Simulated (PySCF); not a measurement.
```xyz
2

In    0.0000    0.0000   -0.5705
Cl    0.0000    0.0000    1.8745
```

Core potentials replace the inner electrons of In.

Computed with PBE0/cc-pVDZ(-PP), non-relativistic Hamiltonian with scalar-relativistic core potentials where named, at a bond length of 2.445 Å in PySCF.

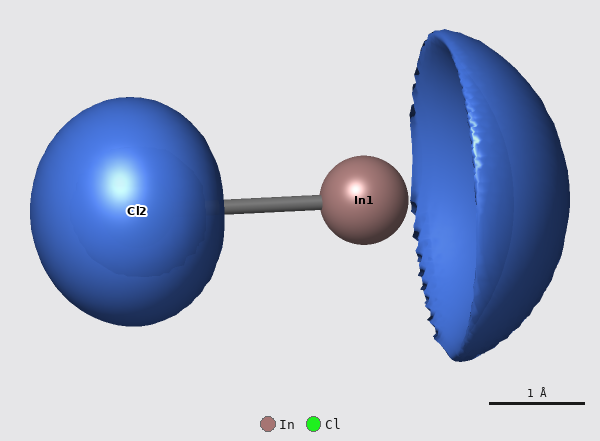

InCl. Isosurface of the electron localisation function at 0.8 (blue), seen from one side. Only the valence region is drawn (cores and ρ < 0.01 e/Å³ removed).

Q: Identify the bonds, lone pairs and shells in this picture.

A: The ELF exceeds this value in one lobe on In, pointing away from the bonds (lone pairs) and one region wrapped around Cl (its valence shell). Along the contacts the grid gives the following. In–Cl (2.44 Å): the ELF peaks at about 0.85 in the valence shell of Cl, 0.8 Å from its nucleus, and drops to about 0.15 between the two atoms.
